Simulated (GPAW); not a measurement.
# Near-edge structure at the Cl K edge of K3ClO (Pm)

What does one-electron theory with a core hole give for the Cl K edge of K3ClO (Pm)?

Program: GPAW 26.7.0. Level of theory: X-ray absorption from dipole matrix elements to empty bands, plane-wave PAW LDA. Results are calculated unless marked as measured.

**1. Set-up**

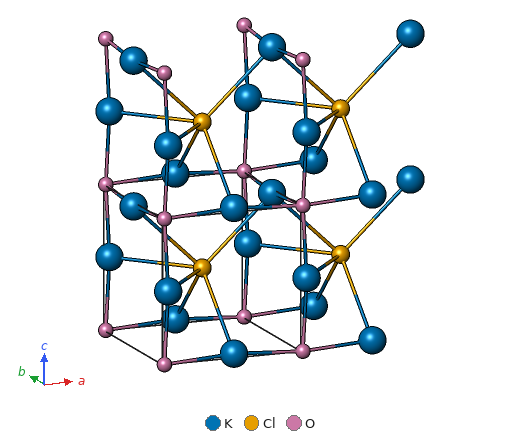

Start, viewed slightly off an axis; potassium blue, chlorine orange, oxygen pink. 2×1×2 cells are drawn. Some periodic images of atoms are drawn too.

Coordinates:

```cif
data_structure
_symmetry_space_group_name_H-M 'Pm'
_symmetry_Int_Tables_number 6
_cell_length_a 5.1439
_cell_length_b 5.1368
_cell_length_c 5.1467
_cell_angle_alpha 90.000
_cell_angle_beta 90.456
_cell_angle_gamma 90.000
_cell_volume 135.99
loop_
_atom_site_label
_atom_site_type_symbol
_atom_site_symmetry_multiplicity
_atom_site_Wyckoff_symbol
_atom_site_fract_x
_atom_site_fract_y
_atom_site_fract_z
_atom_site_occupancy
K1 K 1 a 0.51601 0.00000 0.02906 1
K2 K 1 b 0.00298 0.50000 0.96900 1
K3 K 1 a 0.04091 0.00000 0.50022 1
Cl1 Cl 1 b 0.49838 0.50000 0.50161 1
O1 O 1 a 0.01403 0.00000 0.00011 1
```

**2. The field without a hole**

A plain self-consistent run shows whether there is a gap, which decides the set-up of the core-hole run.

File scf.py:

```python
import numpy as np
from ase import Atoms
from ase.parallel import parprint, paropen
from gpaw import GPAW, PW, FermiDirac, Mixer, MixerDif, setup_paths
from gpaw.test import gen
setup_paths.insert(0, '.')
gen('Cl', name='nch1s', xcname='LDA', corehole=(1, 0, 0), write_xml=True)
from gpaw.mpi import world
world.barrier()

atoms = Atoms('K3ClO',
    cell=[[5.14394718, 0, 0],
     [0, 5.13676547, 0],
     [-0.0409568, 0, 5.14652504]],
    scaled_positions=[[0.51601, 0, 0.02905632],
     [0.00297589, 0.5, 0.96900341],
     [0.04090824, 0, 0.50022143],
     [0.49837712, 0.5, 0.5016102],
     [0.01403075, 0, 0.00010864]],
    pbc=True)
atoms.calc = calc = GPAW(legacy_gpaw=True, mode=PW(500, force_complex_dtype=True), xc='LDA', setups={3: 'nch1s'},
    kpts={'size': (5, 5, 5), 'gamma': True}, occupations=FermiDirac(0.05),
    charge=0, mixer=Mixer(0.1, 5, 50), maxiter=150,
    convergence={'density': 0.0001, 'eigenstates': 1e-6}, txt='scf.txt')
energy = atoms.get_potential_energy() + calc.get_reference_energy()
ef = calc.get_fermi_level()
out = dict(energy=energy, fermi=ef, forces=atoms.get_forces().tolist())
parprint(f'all-electron energy {energy:.4f} eV, Fermi level {ef:.4f} eV')
ev = np.array([[calc.get_eigenvalues(k, s) for k in range(len(calc.get_ibz_k_points()))] for s in range(calc.get_number_of_spins())])
out['homo'], out['lumo'], out['counts'] = ev[ev < ef].max(), ev[ev > ef].min(), sorted(set((ev < ef).sum((0, 2)).tolist()))
out['filled'] = (ev[:, 0] < ef).sum(1).tolist()
import json
with paropen('out.json', 'w') as f:
    json.dump(out, f)
```

The run is started by

```sh
OMP_NUM_THREADS=1 mpirun -n 4 gpaw python scf.py
```

Numbers of over 12 decimals in the logs are rounded to 6 here.

The program printed:

```text
Input parameters:
  convergence: {density: 0.0001,
                eigenstates: 1e-06}
  kpts: {gamma: True,
         size: (5, 5, 5)}
  maxiter: 150
  mixer: {backend: pulay,
          beta: 0.1,
          method: separate,
          nmaxold: 5,
          weight: 50}
  mode: {ecut: 500.0,
         force_complex_dtype: True,
         name: pw}
  occupations: {fixmagmom: False,
                name: fermi-dirac,
                width: 0.05}
  setups: {3: nch1s}

Initialize ...

[... PAW data sets ...]

Reference energy: -63569.047662  # eV

Spin-paired calculation

[... convergence settings ...]
Symmetries present (total): 2
  [... symmetry matrices ...]

125 k-points: 5 x 5 x 5 Monkhorst-Pack grid
39 k-points in the irreducible part of the Brillouin zone
       k-points in crystal coordinates                weights
   0:     0.00000000    0.00000000    0.00000000          1/125
   1:     0.00000000    0.00000000    0.20000000          2/125
   2:     0.00000000    0.00000000    0.40000000          2/125
   3:     0.00000000    0.20000000    0.00000000          2/125
   4:     0.00000000    0.20000000    0.20000000          4/125
   5:     0.00000000    0.20000000    0.40000000          4/125
   6:     0.00000000    0.40000000    0.00000000          2/125
   7:     0.00000000    0.40000000    0.20000000          4/125
   8:     0.00000000    0.40000000    0.40000000          4/125
   9:     0.20000000    0.00000000   -0.40000000          2/125
          ...
  38:     0.40000000    0.40000000    0.40000000          4/125

Wave functions: Plane wave expansion
  Cutoff energy: 500.000 eV
  Number of coefficients (min, max): 3419, 3478
  Pulay-stress correction: 0.000000 eV/Ang^3 (de/decut=0.000000)
  Using FFTW library
  Wavefunction extrapolation:
    Improved wavefunction reuse through dual PAW basis

Occupation numbers: Fermi-Dirac:
  width: 0.0500  # eV

Eigensolver
   Davidson(niter=2)

Densities:
  Coarse grid: 27*27*27 grid
  Fine grid: 54*54*54 grid
  Total Charge: 0.000000

Density mixing:
  Method: separate
  Backend: pulay
  Linear mixing parameter: 0.1
  old densities: 5
  Width of damping distribution: 1.1
  Damping of long wavelength oscillations: 50

[... Hamiltonian set-up ...]
Number of atoms: 5
Number of atomic orbitals: 23
Number of bands in calculation: 23
Number of valence electrons: 40
Bands to converge: occupied

... initialized

Initializing position-dependent things.

Density initialized from atomic densities
Creating initial wave functions:
  23 bands from LCAO basis set

         K

               Cl
        K

       O     K

Atomic positions and initial magnetic moments

Positions:
   0 K      2.653138    0.000000    0.149539    ( 0.0000,  0.0000,  0.0000)
   1 K     -0.024379    2.568383    4.987000    ( 0.0000,  0.0000,  0.0000)
   2 K      0.189942    0.000000    2.574402    ( 0.0000,  0.0000,  0.0000)
   3 Cl     2.543081    2.568383    2.581549    ( 0.0000,  0.0000,  0.0000)
   4 O      0.072169    0.000000    0.000559    ( 0.0000,  0.0000,  0.0000)

Unit cell:
           periodic     x           y           z      points  spacing
  1. axis:    yes    5.143947    0.000000    0.000000    27     0.1905
  2. axis:    yes    0.000000    5.136765    0.000000    27     0.1903
  3. axis:    yes   -0.040957    0.000000    5.146525    27     0.1906

  Lengths:   5.143947   5.136765   5.146688
  Angles:   90.000000  90.455959  90.000000

Effective grid spacing dv^(1/3) = 0.1905

iter:   1   -23.232794
iter:   2   -21.127299   -0.94  -1.13
iter:   3   -19.305953   -0.62  -1.21
iter:   4   -19.382918   -1.72  -1.38
iter:   5   -19.009078   -1.30  -1.49
iter:   6   -19.195475   -1.16  -2.03
iter:   7   -19.041605   -1.47  -1.83
iter:   8   -19.015754   -2.59  -2.08
iter:   9   -19.023292   -2.65  -2.85
iter:  10   -19.018224c  -3.58  -2.52
iter:  11   -19.016108c  -3.27  -2.71
iter:  12   -19.015978c  -4.63  -3.34
iter:  13   -19.015980c  -5.64  -3.66
iter:  14   -19.015977c  -5.90  -3.72
iter:  15   -19.015985c  -5.67  -3.94
iter:  16   -19.015975c  -5.98  -3.84
iter:  17   -19.015981c  -5.85  -4.19c
iter:  18   -19.015975c  -6.25c -4.07c

Converged after 18 iterations.

Dipole moment: (-9.604741, 0.000000, 0.210987) |e|*Ang

Energy contributions relative to reference atoms: (reference = -63569.047662)

Kinetic:         -1.512353
Potential:       +5.915776
External:        +0.000000
XC:             -21.455070
Entropy (-ST):   -0.000011
Local:           -1.964322
SIC:             +0.000000
--------------------------
Free energy:    -19.015981
Extrapolated:   -19.015975

Showing only first 2 kpts
 Kpt  Band  Eigenvalues  Occupancy
  0    18      2.63823    1.99989
  0    19      2.63976    1.99989
  0    20      3.49434    0.00139
  0    21      5.54274    0.00000

  1    18      2.59494    1.99996
  1    19      2.59501    1.99996
  1    20      3.97403    0.00000
  1    21      5.78175    0.00000

Fermi level: 3.13072

Gap: 0.855 eV
Transition (v -> c):
  (s=0, k=0, n=19, [0.00, 0.00, 0.00]) -> (s=0, k=0, n=20, [0.00, 0.00, 0.00])
No difference between direct/indirect transitions

Forces in eV/Ang:
  0 K     0.00033    0.00000   -0.01683
  1 K     0.01886    0.00000    0.01715
  2 K    -0.00090    0.00000   -0.00548
  3 Cl   -0.01678    0.00000    0.00463
  4 O    -0.00755    0.00000    0.00038
Scalar-relativistic atomic LDA calculation for Cl (Chlorine, Z=17)
Core hole in 1s state (1s occupation: 2.0)
450 radial gridpoints.
|------------------------------------------------|
|------------------------------------------------|
[... the atom generator's iteration count ...]

Energy contributions:
-------------------------
Kinetic:     +461.711596
XC:           -26.712365
Potential:   -895.068763
-------------------------
Total:       -460.069532

state      eigenvalue         ekin         rmax
-----------------------------------------------
1s^2.0 :  -100.742161   137.761138        0.060
2s^2.0 :    -9.249220    21.499282        0.363
2p^6.0 :    -7.042117    20.643037        0.301
3s^2.0 :    -0.760282     3.449200        1.278
3p^5.0 :    -0.319739     2.486826        1.424
-----------------------------------------------
(units: Bohr and Hartree)

Generating PAW setup
Kinetic energy of the core from tauc = 443.785911
Cutoffs:
rc(s)=1.500
rc(p)=1.500
rc(d)=1.500
rc(vbar)=1.350
rc(comp)=1.500
rc(nct)=1.500

Kinetic energy of the core states: 442.379064
Charge: 0.0
Core electrons: 10.0
Valence electrons: 7.0
Pseudo-core charge: 0.174518
Shape function alpha=4.444
Pseudo-electron charge 7.502891
state    eigenvalue         norm
--------------------------------
3s(2) :    -0.760282     1.143215
*s    :     0.239718
3p(5) :    -0.319739     1.008389
*p    :     0.680261
*d    :     0.000000
--------------------------------

Diagonalizing with gridspacing h=0.050

state   all-electron     PAW
-------------------------------
3s:      -0.760282    -0.760987
3p:      -0.319739    -0.320416
*d:                    0.046341
*f:                    0.076040
-------------------------------
all-electron energy -63588.0636 eV, Fermi level 3.1307 eV
```

It took 17 s on 4 MPI ranks of Intel Xeon Platinum 8488C (Sapphire Rapids), shared host; peak memory 0.2 GiB; 68 s of CPU time.

The mesh shows a gap of 0.85 eV, so the hole is first treated in a charged cell, without the excited electron.

**3. Spectrum without a core hole, Cl atom 4**

This cheap baseline ignores the attraction of the hole: it shows the absorber's empty states as they are in the ground state. The data set with a hole of occupation 0 only carries the core orbital.

The absorber has 6 K at 3.48 to 3.54 Å and 6 K at 3.73 to 3.79 Å (distorted cuboctahedral, site symmetry m).

File xas.py:

```python
import numpy as np
from ase import Atoms
from ase.parallel import parprint, paropen
from gpaw import GPAW, PW, FermiDirac, Mixer, MixerDif, setup_paths
from gpaw.test import gen
setup_paths.insert(0, '.')
gen('Cl', name='nch1s', xcname='LDA', corehole=(1, 0, 0), write_xml=True)
from gpaw.mpi import world
world.barrier()

atoms = Atoms('K3ClO',
    cell=[[5.14394718, 0, 0],
     [0, 5.13676547, 0],
     [-0.0409568, 0, 5.14652504]],
    scaled_positions=[[0.51601, 0, 0.02905632],
     [0.00297589, 0.5, 0.96900341],
     [0.04090824, 0, 0.50022143],
     [0.49837712, 0.5, 0.5016102],
     [0.01403075, 0, 0.00010864]],
    pbc=True)
atoms.calc = calc = GPAW(legacy_gpaw=True, mode=PW(500, force_complex_dtype=True), xc='LDA', setups={3: 'nch1s'},
    kpts={'size': (5, 5, 5), 'gamma': True}, occupations=FermiDirac(0.02),
    charge=0, mixer=Mixer(0.1, 5, 50), maxiter=150,
    convergence={'density': 0.0001, 'eigenstates': 1e-6}, txt='scf.txt')
energy = atoms.get_potential_energy() + calc.get_reference_energy()
ef = calc.get_fermi_level()
out = dict(energy=energy, fermi=ef, forces=atoms.get_forces().tolist())
parprint(f'all-electron energy {energy:.4f} eV, Fermi level {ef:.4f} eV')
ev = np.array([[calc.get_eigenvalues(k, s) for k in range(len(calc.get_ibz_k_points()))] for s in range(calc.get_number_of_spins())])
out['homo'], out['lumo'], out['counts'] = ev[ev < ef].max(), ev[ev > ef].min(), sorted(set((ev < ef).sum((0, 2)).tolist()))
out['filled'] = (ev[:, 0] < ef).sum(1).tolist()

from ase.units import Ha
from gpaw.xas import dipole_matrix_elements
nb = int(calc.get_number_of_electrons() / 2) + 84
top, nb = nb, nb + 8 + nb // 12
nscf = calc.fixed_density(kpts={'size': (3, 3, 3), 'gamma': True}, nbands=nb,
    convergence={'bands': top, 'eigenstates': 5e-3}, maxiter=60, txt='nscf.txt')
cell = atoms.cell.array
ops = [cell.T @ U.T @ np.linalg.inv(cell.T) for U in nscf.wfs.kd.symmetry.op_scc]
filled = [20]  # bands filled in the ground state, by spin
E = np.arange(-25, 34, 0.1)
fwhm = np.interp(E, [4, 25], [0.9, 3.5])
Y, X, zero, highest = 0, 0, 1e9, 1e9
for spin in range(nscf.get_number_of_spins()):
    wfs = nscf.wfs
    mine = wfs.bd.get_slice()  # this rank's bands
    A = dipole_matrix_elements(wfs.setups[3])
    eps = np.zeros((wfs.kd.nibzkpts, nb))
    d = np.zeros((3, A.shape[1], wfs.kd.nibzkpts, nb), complex)
    for kpt in wfs.kpt_u:
        if kpt.s == spin and 3 in kpt.P_ani:
            eps[kpt.k, mine] = kpt.eps_n * Ha
            d[:, :, kpt.k, mine] = (kpt.weight * wfs.nspins / 2) ** 0.5 * np.inner(A, kpt.P_ani[3])
    world.sum(eps)
    world.sum(d)
    T = np.einsum('amkn,bmkn->abkn', d, d.conj()).real
    T = sum(np.einsum('ai,ijkn,bj->abkn', R, T, R) for R in ops) / len(ops)
    empty = np.ones_like(eps, bool) & (np.arange(nb) >= filled[spin])
    zero, highest = min(zero, eps[empty].min()), min(highest, eps[:, top - 1].min())
    lines = [(eps, T, empty)] if spin == 0 else lines + [(eps, T, empty)]
for eps, T, empty in lines:
    f = np.einsum('aakn->akn', T).reshape(3, -1)
    x = eps.ravel() - zero
    w = np.interp(x, E, fwhm) / 2.35482
    g = np.exp(-0.5 * ((E[:, None] - x) / w) ** 2) / (w * (2 * np.pi) ** 0.5)
    Y = Y + (f * empty.ravel()) @ g.T
    X = X + (f * ~empty.ravel()) @ g.T
out.update(E=E.round(2).tolist(), xas=Y.tolist(), xes=X.tolist(), zero=zero, valid=highest - zero, nk=len(eps), nb=nb)
for i in range(0, len(E), 10):
    parprint(f'{E[i]:7.2f}', *(f'{v:10.3e}' for v in Y[:, i]))
import json
with paropen('out.json', 'w') as f:
    json.dump(out, f)
```

The run is started by

```sh
OMP_NUM_THREADS=1 mpirun -n 4 gpaw python xas.py
```

The program printed:

```text
Input parameters:
  convergence: {density: 0.0001,
                eigenstates: 1e-06}
  kpts: {gamma: True,
         size: (5, 5, 5)}
  maxiter: 150
  mixer: {backend: pulay,
          beta: 0.1,
          method: separate,
          nmaxold: 5,
          weight: 50}
  mode: {ecut: 500.0,
         force_complex_dtype: True,
         name: pw}
  occupations: {fixmagmom: False,
                name: fermi-dirac,
[...]
*p    :     0.680261
*d    :     0.000000
--------------------------------

Diagonalizing with gridspacing h=0.050

state   all-electron     PAW
-------------------------------
3s:      -0.760282    -0.760987
3p:      -0.319739    -0.320416
*d:                    0.046341
*f:                    0.076040
-------------------------------
all-electron energy -63588.0636 eV, Fermi level 3.1124 eV
[...]
32.00  2.734e-06  2.800e-06  2.744e-06
  33.00  2.366e-06  2.381e-06  2.343e-06
[key lines of the parts left out:]
Converged after 19 iterations.
Dipole moment: (-9.604710, 0.000000, 0.210982) |e|*Ang
Free energy:    -19.015980
Fermi level: 3.11236
```

The job ended after 29 s (4 MPI ranks; peak memory 0.25 GiB).

The Cl K spectrum, Cl atom 4, no core hole (energy from the lowest empty level; intensity scaled to a mean of 1 over the first 20 eV; polarised curves are means over the symmetry-equivalent atoms):

```tsv
E (eV)	isotropic	ε ∥ x	ε ∥ y	ε ∥ z
-2.0	0.00	0.00	0.00	0.00
-0.5	0.00	0.00	0.00	0.00
1.0	0.19	0.19	0.19	0.19
2.5	1.22	1.22	1.20	1.23
4.0	1.61	1.60	1.54	1.69
5.5	1.74	1.74	1.80	1.68
7.0	0.71	0.71	0.71	0.69
8.5	0.41	0.42	0.41	0.41
10.0	0.52	0.52	0.51	0.54
11.5	0.51	0.52	0.56	0.45
13.0	0.69	0.73	0.65	0.69
14.5	1.26	1.24	1.18	1.37
16.0	1.53	1.52	1.54	1.53
17.5	1.49	1.47	1.53	1.47
19.0	0.99	0.98	0.99	0.98
20.5	0.82	0.82	0.83	0.81
22.0	0.82	0.83	0.84	0.79
23.5	0.63	0.64	0.63	0.62
25.0	0.58	0.59	0.56	0.59
26.5	0.63	0.65	0.61	0.65
28.0	0.97	0.97	0.94	0.98
29.5	1.44	1.42	1.43	1.47
31.0	1.46	1.43	1.47	1.47
```

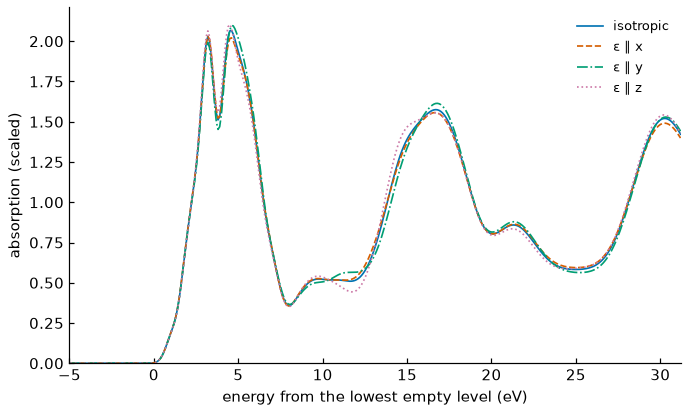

The Cl K edge, Cl atom 4, no core hole: main maxima at 3.2, 4.6 and 16.7 eV.

Main maxima below 24 eV (height): 3.2 eV (2.03), 4.6 eV (2.07), 16.7 eV (1.58) and 21.3 eV (0.86). A K edge sees empty p states on the absorber.

The same matrix elements for filled bands give the Cl K emission of Cl atom 4 (ground-state approximation; energy from the lowest empty level, largest value 1):

```tsv
E (eV)	emission
-24.0	0.00
-22.5	0.00
-21.0	0.00
-19.5	0.00
-18.0	0.00
-16.5	0.00
-15.0	0.00
-13.5	0.00
-12.0	0.00
-10.5	0.00
-9.0	0.00
-7.5	0.00
-6.0	0.00
-4.5	0.92
-3.0	0.00
-1.5	0.01
0.0	0.00
1.5	0.00
3.0	0.00
```

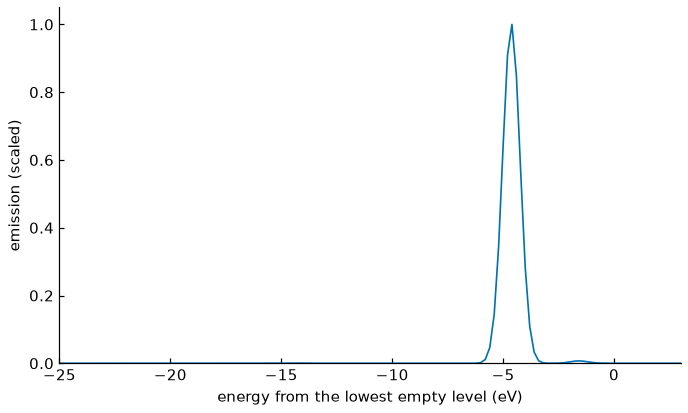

X-ray emission from the filled bands.

Emission maxima: -4.6 eV (1.00).

**4. Reference energy of the supercell**

The photon energy needs a difference of total energies, so the cell and mesh of the coming hole run are first run without a hole.

scf.py, as its differences from that of step 2:

```diff
@@ -10,14 +10,19 @@
 
-atoms = Atoms('K3ClO',
-    cell=[[5.14394718, 0, 0],
-     [0, 5.13676547, 0],
-     [-0.0409568, 0, 5.14652504]],
-    scaled_positions=[[0.51601, 0, 0.02905632],
-     [0.00297589, 0.5, 0.96900341],
-     [0.04090824, 0, 0.50022143],
-     [0.49837712, 0.5, 0.5016102],
-     [0.01403075, 0, 0.00010864]],
+atoms = Atoms('K6Cl2O2',
+    cell=[[5.10299038, 0, 5.14652504],
+     [-5.14394718, 5.13676547, 0],
+     [-5.14394718, -5.13676547, 0]],
+    scaled_positions=[[0.02905632, 0.75652316, 0.75652316],
+     [0.02905632, 0.25652316, 0.25652316],
+     [0.96900341, 0.73301376, 0.23301376],
+     [0.96900341, 0.23301376, 0.73301376],
+     [0.50022143, 0.22965659, 0.22965659],
+     [0.50022143, 0.7296566, 0.7296566],
+     [0.5016102, 0.25161654, 0.75161654],
+     [0.5016102, 0.75161654, 0.25161654],
+     [0.00010864, 0.99303895, 0.99303895],
+     [0.00010864, 0.49303895, 0.49303895]],
     pbc=True)
-atoms.calc = calc = GPAW(legacy_gpaw=True, mode=PW(500, force_complex_dtype=True), xc='LDA', setups={3: 'nch1s'},
-    kpts={'size': (5, 5, 5), 'gamma': True}, occupations=FermiDirac(0.05),
+atoms.calc = calc = GPAW(legacy_gpaw=True, mode=PW(500, force_complex_dtype=True), xc='LDA', setups={6: 'nch1s'},
+    kpts={'size': (3, 2, 2), 'gamma': True}, occupations=FermiDirac(0.02),
     charge=0, mixer=Mixer(0.1, 5, 50), maxiter=150,
```

The run is started by

```sh
OMP_NUM_THREADS=1 mpirun -n 4 gpaw python scf.py
```

The program printed:

```text
Input parameters:
  convergence: {density: 0.0001,
                eigenstates: 1e-06}
  kpts: {gamma: True,
         size: (3, 2, 2)}
  maxiter: 150
  mixer: {backend: pulay,
          beta: 0.1,
          method: separate,
          nmaxold: 5,
          weight: 50}
  mode: {ecut: 500.0,
         force_complex_dtype: True,
         name: pw}
  occupations: {fixmagmom: False,
                name: fermi-dirac,
[...]
3s(2) :    -0.760282     1.143215
*s    :     0.239718
3p(5) :    -0.319739     1.008389
*p    :     0.680261
*d    :     0.000000
--------------------------------

Diagonalizing with gridspacing h=0.050

state   all-electron     PAW
-------------------------------
3s:      -0.760282    -0.760987
3p:      -0.319739    -0.320416
*d:                    0.046341
*f:                    0.076040
-------------------------------
all-electron energy -127176.1228 eV, Fermi level 3.0849 eV
[key lines of the parts left out:]
Converged after 17 iterations.
Dipole moment: (-2.597363, 0.000000, 0.421981) |e|*Ang
Free energy:    -38.027449
Fermi level: 3.08487
```

Run time: 20 s. Hardware: 4 MPI ranks; peak memory 0.29 GiB; 78 s of CPU time.

Reference energy: -127176.123 eV with the cores included.

(Continued in part 2 of 3.)

[Banner, clock and machine lines of the logs are left out without a mark of their own.]

[Logs are printed without paths, hosts, clocks, repeated set-up lines and the standing remarks that a program may print on its own settings, such as how far it seeks lower states.]

[Hosts, paths, dates, database ids (printed as entryN), source tags and the programs' standing remarks are cut or masked in the printed files.]

[Lists of maxima count a maximum above −3 eV only where it reaches 4 % of the highest in the window and stands out from its surroundings by 2 % of it (1.5 % where it reaches 55 %); shoulders and weaker maxima are passed over, and of the rest the first, up to two pre-edge ones and the few strongest are named.]
